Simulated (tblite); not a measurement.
Geometry relaxation, with input and output: C₃H₁₀NO₂Si (part 4 of 4)

C₃H₁₀NO₂Si, multiplicity 2; GFN2-xTB geometry optimisation, gas phase (tblite 0.8.0). It belongs to a series of runs on one base structure; here: H removed from sp3 C.

Geometry of the input (Å):
```
C  -1.0764  0.9397  -1.4291
C  -0.7911  0.2181  -0.1457
C  -1.9978  -0.4582  0.4696
O  0.1866  -0.7097  -0.4308
Si 1.6367  -0.4661  0.4256
N  1.3708  0.5956  1.8436
O  2.4097  -1.8658  0.9656
H  -2.0211  0.6410  -1.8902
H  -0.9478  2.0282  -1.3717
H  -0.4144  0.9653  0.6175
H  -2.1643  -1.4909  0.1422
H  -1.9504  -0.3824  1.5932
H  -2.8944  0.1661  0.2114
H  2.5627  0.2217  -0.5275
H  1.3084  1.6075  1.5079
H  2.3007  0.5791  2.3785
H  2.4752  -2.5773  0.2795
```

**Trajectory as extended XYZ, continued**
```
17
Properties=species:S:1:pos:R:3:forces:R:3 step=160 energy=-662.24092
C    -1.0624    0.8966   -1.3257    0.0230   0.0080  -0.0150
C    -0.9422    0.2658   -0.0020    0.0120   0.0100  -0.0020
C    -2.2023   -0.5507    0.3594    0.0040   0.0010  -0.0040
O     0.1628   -0.5849    0.0762   -0.0010  -0.0210   0.0010
Si    1.7208   -0.2222    0.3390   -0.0020  -0.0020   0.0010
N     1.8325    0.5730    1.8728    0.0090   0.0020   0.0110
O     2.5260   -1.6234    0.3964    0.0050   0.0050  -0.0020
H    -1.8466    1.6022   -1.5120   -0.0090   0.0010   0.0000
H    -0.4026    0.6050   -2.1165   -0.0110   0.0010   0.0090
H    -0.8488    1.0542    0.7702   -0.0020   0.0200   0.0100
H    -2.3396   -1.3461   -0.3671    0.0090  -0.0080  -0.0080
H    -2.0735   -0.9892    1.3450   -0.0100  -0.0050   0.0060
H    -3.0754    0.0949    0.3584   -0.0080  -0.0050   0.0020
H     2.3536    0.4621   -0.7827   -0.0150  -0.0020   0.0010
H     1.2591    1.3821    2.0458    0.0050   0.0140  -0.0060
H     2.7511    0.7283    2.2544   -0.0080   0.0000  -0.0020
H     2.1806   -2.3357    0.9278    0.0000  -0.0180  -0.0020
17
Properties=species:S:1:pos:R:3:forces:R:3 step=164 energy=-662.24133
C    -1.0590    0.8985   -1.3248    0.0150   0.0030   0.0120
C    -0.9418    0.2687    0.0002   -0.0200  -0.0030   0.0060
C    -2.2020   -0.5521    0.3571    0.0000  -0.0040  -0.0010
O     0.1616   -0.5845    0.0814   -0.0100   0.0030   0.0130
Si    1.7200   -0.2230    0.3440   -0.0100  -0.0090  -0.0080
N     1.8345    0.5764    1.8755   -0.0200  -0.0030  -0.0140
O     2.5257   -1.6241    0.3998    0.0030  -0.0020   0.0030
H    -1.8321    1.6176   -1.5070   -0.0030  -0.0030  -0.0020
H    -0.4140    0.5881   -2.1204   -0.0080   0.0010   0.0050
H    -0.8540    1.0582    0.7727    0.0120  -0.0060  -0.0050
H    -2.3344   -1.3453   -0.3734    0.0010   0.0050   0.0010
H    -2.0733   -0.9957    1.3408    0.0010   0.0010  -0.0020
H    -3.0794    0.0886    0.3610    0.0150  -0.0040  -0.0160
H     2.3445    0.4612   -0.7818    0.0020   0.0010  -0.0040
H     1.2641    1.3900    2.0383    0.0090   0.0140   0.0070
H     2.7534    0.7326    2.2543    0.0160   0.0040   0.0110
H     2.1790   -2.3430    0.9218   -0.0020   0.0020  -0.0070
17
Properties=species:S:1:pos:R:3:forces:R:3 step=168 energy=-662.24164
C    -1.0539    0.9000   -1.3191    0.0030   0.0020   0.0040
C    -0.9407    0.2657    0.0038    0.0090  -0.0010  -0.0010
C    -2.2019   -0.5546    0.3546   -0.0010   0.0020  -0.0020
O     0.1602   -0.5911    0.0851    0.0050   0.0000   0.0040
Si    1.7177   -0.2235    0.3453    0.0030   0.0070   0.0000
N     1.8301    0.5840    1.8732    0.0020   0.0090   0.0020
O     2.5294   -1.6209    0.4056    0.0000   0.0010   0.0030
H    -1.8134    1.6349   -1.4941   -0.0120   0.0060  -0.0020
H    -0.4321    0.5695   -2.1245    0.0080  -0.0050   0.0010
H    -0.8498    1.0528    0.7771   -0.0040  -0.0020   0.0080
H    -2.3346   -1.3425   -0.3811    0.0010  -0.0060   0.0000
H    -2.0743   -1.0034    1.3360   -0.0070  -0.0020   0.0010
H    -3.0767    0.0884    0.3593   -0.0090   0.0010  -0.0060
H     2.3390    0.4607   -0.7824    0.0010   0.0000  -0.0060
H     1.2700    1.4064    2.0288    0.0070  -0.0030  -0.0030
H     2.7485    0.7317    2.2584   -0.0030  -0.0060  -0.0050
H     2.1755   -2.3461    0.9136   -0.0040  -0.0030  -0.0010
17
Properties=species:S:1:pos:R:3:forces:R:3 step=172 energy=-662.24175
C    -1.0501    0.8988   -1.3162    0.0130  -0.0040   0.0180
C    -0.9397    0.2656    0.0076   -0.0100  -0.0020   0.0050
C    -2.2037   -0.5536    0.3533   -0.0030  -0.0050  -0.0010
O     0.1598   -0.5926    0.0930   -0.0030   0.0050  -0.0090
Si    1.7181   -0.2221    0.3453    0.0000  -0.0050   0.0020
N     1.8326    0.5860    1.8725    0.0070  -0.0020  -0.0070
O     2.5299   -1.6196    0.4045    0.0060   0.0060  -0.0020
H    -1.8074    1.6357   -1.4916   -0.0120   0.0090  -0.0060
H    -0.4315    0.5619   -2.1215    0.0050  -0.0010   0.0000
H    -0.8502    1.0524    0.7817   -0.0070  -0.0040  -0.0010
H    -2.3321   -1.3421   -0.3829   -0.0010  -0.0020   0.0040
H    -2.0821   -1.0028    1.3354   -0.0040   0.0050  -0.0040
H    -3.0792    0.0891    0.3527    0.0070  -0.0030  -0.0050
H     2.3348    0.4609   -0.7861   -0.0010   0.0000   0.0020
H     1.2679    1.4044    2.0314    0.0070   0.0050  -0.0010
H     2.7519    0.7375    2.2533    0.0010   0.0010   0.0030
H     2.1740   -2.3474    0.9072   -0.0060  -0.0030   0.0030
17
Properties=species:S:1:pos:R:3:forces:R:3 step=177 energy=-662.24221
C    -1.0433    0.9013   -1.3079   -0.0180   0.0060   0.0090
C    -0.9432    0.2668    0.0159    0.0000  -0.0020  -0.0020
C    -2.2085   -0.5573    0.3451    0.0060   0.0020   0.0040
O     0.1589   -0.5868    0.1081   -0.0080  -0.0070   0.0060
Si    1.7191   -0.2171    0.3494   -0.0100   0.0010  -0.0010
N     1.8495    0.5963    1.8719    0.0100  -0.0150   0.0100
O     2.5246   -1.6187    0.4073    0.0040   0.0020   0.0040
H    -1.8143    1.6215   -1.4961    0.0050   0.0040   0.0020
H    -0.4264    0.5547   -2.1102    0.0150   0.0030  -0.0080
H    -0.8658    1.0508    0.7938    0.0050  -0.0010  -0.0040
H    -2.3271   -1.3451   -0.3934   -0.0060   0.0060   0.0000
H    -2.0975   -1.0076    1.3276    0.0000  -0.0020   0.0080
H    -3.0832    0.0862    0.3370   -0.0070  -0.0140  -0.0110
H     2.3287    0.4630   -0.7869    0.0040   0.0020  -0.0080
H     1.2973    1.4221    2.0340   -0.0020   0.0110  -0.0080
H     2.7714    0.7328    2.2520    0.0030   0.0010  -0.0010
H     2.1527   -2.3510    0.8918   -0.0010   0.0020   0.0010
17
Properties=species:S:1:pos:R:3:forces:R:3 step=181 energy=-662.24238
C    -1.0424    0.9032   -1.3068   -0.0150  -0.0070   0.0010
C    -0.9453    0.2684    0.0172   -0.0040  -0.0020   0.0000
C    -2.2093   -0.5576    0.3454   -0.0090  -0.0060  -0.0040
O     0.1565   -0.5854    0.1117    0.0030  -0.0010   0.0010
Si    1.7172   -0.2163    0.3492    0.0090  -0.0010   0.0000
N     1.8525    0.5945    1.8730   -0.0060  -0.0020  -0.0050
O     2.5231   -1.6178    0.4083   -0.0020  -0.0010  -0.0030
H    -1.8193    1.6153   -1.5019    0.0100   0.0010   0.0070
H    -0.4169    0.5601   -2.1042    0.0090   0.0100  -0.0090
H    -0.8690    1.0528    0.7948    0.0030  -0.0010   0.0010
H    -2.3250   -1.3469   -0.3917    0.0060  -0.0070  -0.0070
H    -2.0994   -1.0064    1.3288   -0.0030   0.0060   0.0040
H    -3.0874    0.0809    0.3315   -0.0050   0.0040   0.0040
H     2.3264    0.4648   -0.7882   -0.0060  -0.0080   0.0060
H     1.3057    1.4249    2.0309    0.0020   0.0100   0.0020
H     2.7760    0.7279    2.2503    0.0080   0.0010   0.0020
H     2.1496   -2.3503    0.8913    0.0010   0.0050  -0.0010
17
Properties=species:S:1:pos:R:3:forces:R:3 step=185 energy=-662.24255
C    -1.0405    0.9045   -1.3031   -0.0250  -0.0070   0.0000
C    -0.9470    0.2663    0.0194    0.0070  -0.0030   0.0020
C    -2.2127   -0.5600    0.3438    0.0120   0.0080  -0.0010
O     0.1559   -0.5869    0.1137   -0.0050  -0.0040   0.0080
Si    1.7171   -0.2158    0.3485   -0.0120   0.0020   0.0060
N     1.8538    0.5974    1.8707    0.0140   0.0180   0.0100
O     2.5259   -1.6152    0.4125   -0.0030  -0.0020  -0.0110
H    -1.8189    1.6148   -1.4989    0.0110   0.0010   0.0050
H    -0.4107    0.5656   -2.0988    0.0090   0.0100  -0.0110
H    -0.8710    1.0494    0.7985   -0.0030  -0.0050   0.0030
H    -2.3218   -1.3520   -0.3918    0.0010   0.0000   0.0110
H    -2.1082   -1.0027    1.3309   -0.0040  -0.0020  -0.0130
H    -3.0913    0.0782    0.3227    0.0070  -0.0050  -0.0030
H     2.3222    0.4611   -0.7926    0.0010   0.0030  -0.0020
H     1.3158    1.4345    2.0259    0.0040  -0.0030  -0.0040
H     2.7779    0.7224    2.2506   -0.0120  -0.0030  -0.0080
H     2.1466   -2.3495    0.8875   -0.0010  -0.0100   0.0080
17
Properties=species:S:1:pos:R:3:forces:R:3 step=189 energy=-662.24287
C    -1.0392    0.9014   -1.3002   -0.0080   0.0020  -0.0110
C    -0.9499    0.2618    0.0221   -0.0040   0.0090  -0.0040
C    -2.2166   -0.5630    0.3417   -0.0060  -0.0050   0.0030
O     0.1527   -0.5904    0.1246    0.0000   0.0030  -0.0050
Si    1.7144   -0.2162    0.3509    0.0030   0.0070  -0.0010
N     1.8600    0.6032    1.8696   -0.0050  -0.0010  -0.0150
O     2.5250   -1.6152    0.4134   -0.0210  -0.0020   0.0040
H    -1.8179    1.6113   -1.4970    0.0080  -0.0040   0.0080
H    -0.3930    0.5834   -2.0917    0.0030   0.0000   0.0090
H    -0.8792    1.0457    0.8010    0.0060   0.0010   0.0070
H    -2.3185   -1.3621   -0.3871    0.0040  -0.0030   0.0040
H    -2.1222   -0.9960    1.3336    0.0050  -0.0150   0.0010
H    -3.0969    0.0720    0.3077    0.0050   0.0090  -0.0110
H     2.3143    0.4607   -0.7941   -0.0050  -0.0050   0.0050
H     1.3331    1.4482    2.0189   -0.0010   0.0000  -0.0010
H     2.7863    0.7196    2.2454    0.0100   0.0030   0.0060
H     2.1406   -2.3522    0.8808    0.0070   0.0020   0.0000
17
Properties=species:S:1:pos:R:3:forces:R:3 step=193 energy=-662.24302
C    -1.0394    0.9006   -1.2979    0.0020   0.0040  -0.0020
C    -0.9519    0.2618    0.0250    0.0000  -0.0010   0.0000
C    -2.2184   -0.5649    0.3408    0.0010  -0.0010  -0.0020
O     0.1508   -0.5898    0.1289   -0.0010   0.0000   0.0000
Si    1.7129   -0.2155    0.3512   -0.0010   0.0000  -0.0020
N     1.8642    0.6076    1.8667    0.0030   0.0030   0.0040
O     2.5219   -1.6151    0.4139   -0.0050  -0.0050   0.0000
H    -1.8173    1.6109   -1.4956    0.0060  -0.0020   0.0010
H    -0.3851    0.5879   -2.0849   -0.0050   0.0040   0.0070
H    -0.8822    1.0456    0.8046   -0.0010  -0.0050   0.0000
H    -2.3133   -1.3668   -0.3858    0.0010  -0.0020  -0.0030
H    -2.1297   -0.9963    1.3341    0.0010   0.0010  -0.0010
H    -3.0986    0.0695    0.2968   -0.0020  -0.0010   0.0020
H     2.3085    0.4579   -0.7972    0.0040   0.0020  -0.0030
H     1.3412    1.4550    2.0164    0.0020  -0.0030  -0.0030
H     2.7907    0.7182    2.2446   -0.0020   0.0030  -0.0040
H     2.1386   -2.3546    0.8780   -0.0010   0.0040   0.0040
```

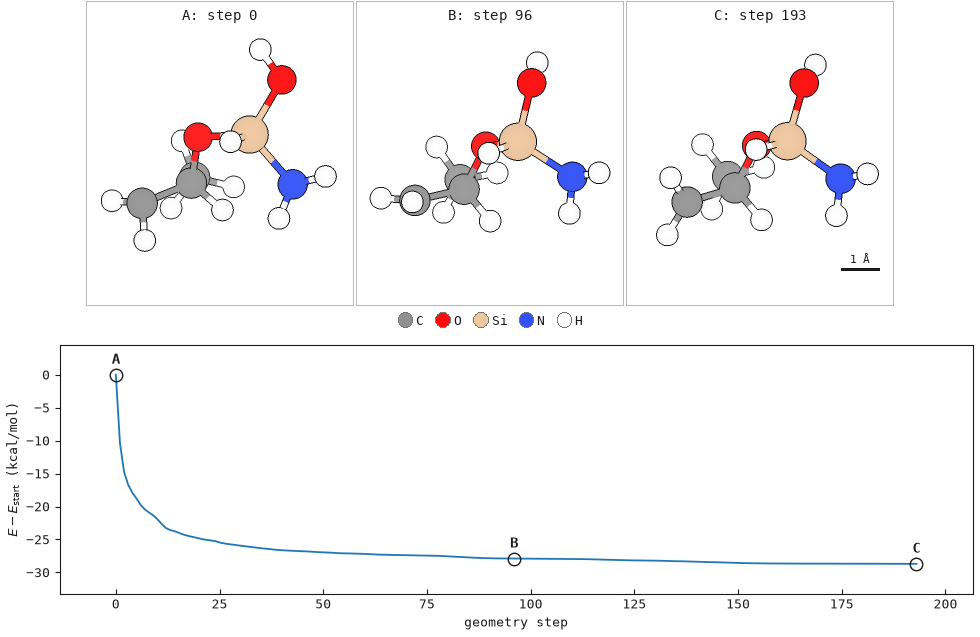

Figure 1. Frames of the relaxation (ball-and-stick view, seen at a tilt) above the curves, on which the letters mark them (steps are counted from 0).

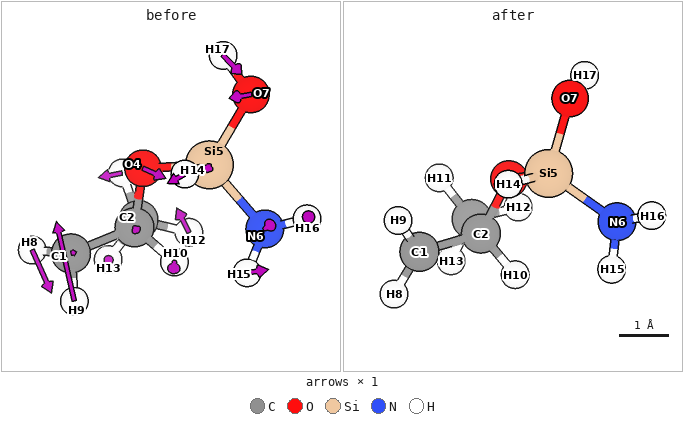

Figure 2. Before (left) and after (right) the relaxation, at one scale (ball-and-stick view, seen at a tilt). The pink arrows give the displacements, at true length. Over 193 geometry steps the energy falls by 28.7 kcal/mol. Largest force component: 2.9 eV/Å at the start, 0.007 eV/Å at the end. The atom that moves furthest after the best rigid fit is H9 (1.72 Å). Largest moves by element: H 1.72 Å, O 0.60 Å, N 0.52 Å, C 0.26 Å, Si 0.26 Å. Among the contacts that change: O4–Si5 1.702 → 1.622 Å, Si5–O7 1.688 → 1.618 Å, N6–H15 1.068 → 1.007 Å, Si5–N6 1.791 → 1.731 Å. Among the angles that change: C2–O4–Si5 113.8° → 129.0°, Si5–N6–H16 104.9° → 117.5°, Si5–N6–H15 108.7° → 119.0°. (Atoms are counted from 1 in the order of the input.)

**Key numbers**

- outcome: converged
- total energy: −662.2430 eV
- hardware: 1 CPU thread, shared host
- wall time: 1 s
- peak memory: 0.18 GiB
